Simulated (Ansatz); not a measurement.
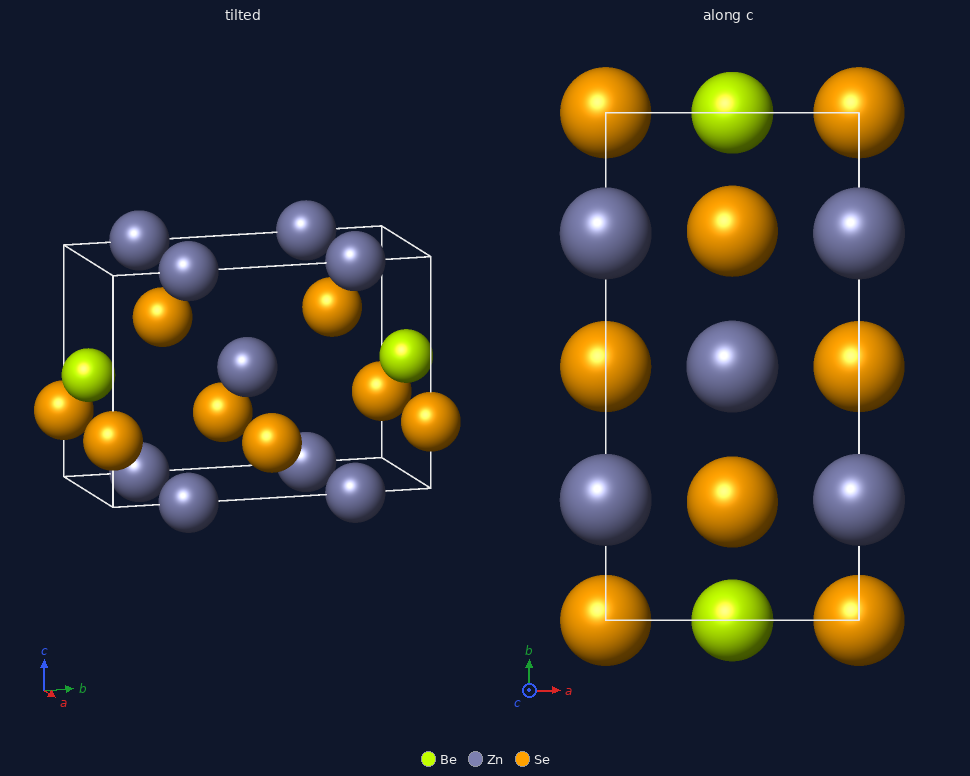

Shown here is a spheres-only view of the crystal, taken slightly off an axis and along the c axis. The frame is the conventional unit cell; atoms at its boundary are shown with their periodic copies.

BeZn$_{3}$Se$_{4}$, space group Pmm2 (No. 25), a = 3.945 Å, b = 7.905 Å, c = 5.609 Å, α = 90.00°, β = 90.00°, γ = 90.00°. Its origin is a structure type filled with these elements by a generator (whether the compound takes this form wasn't checked). Earlier steps of the study, as a rule a relaxation of our own, may have changed the cell and positions, so they can lie some per cent off the listed ones. Ansatz was used for an electronic-structure calculation on it.

This one geometry was computed with Ansatz (DFT, plane waves, PAW) at three levels of theory: PBEsol, PBE and r2SCAN.

Question: Which level gives the highest pressure at this volume, and what does that say about its equilibrium volume?

Answer: Highest: PBE (0.0 GPa), which points to the largest equilibrium volume. Lowest, with the smallest volume: PBEsol (-2.9 GPa). Levels within 0.5 GPa of each other can't be told apart.

Question: How does the band gap change with the level of theory?

Answer: PBEsol: a gap of 1.53 eV, direct; PBE: a gap of 1.65 eV, direct; r2SCAN: a gap of 2.22 eV, direct.

Question: Collect the results in a table.

Answer:
| level | cutoff (eV) | k-mesh of the run's cell | gap (eV) | pressure (GPa) |
| --- | --- | --- | --- | --- |
| PBEsol | 420 | 8×4×6 | 1.53 | -2.9 |
| PBE | 420 | 8×4×6 | 1.65 | 0.0 |
| r2SCAN | 500 | 8×4×6 | 2.22 | -1.9 |

Gaps are taken on the k-mesh or band path of each run.
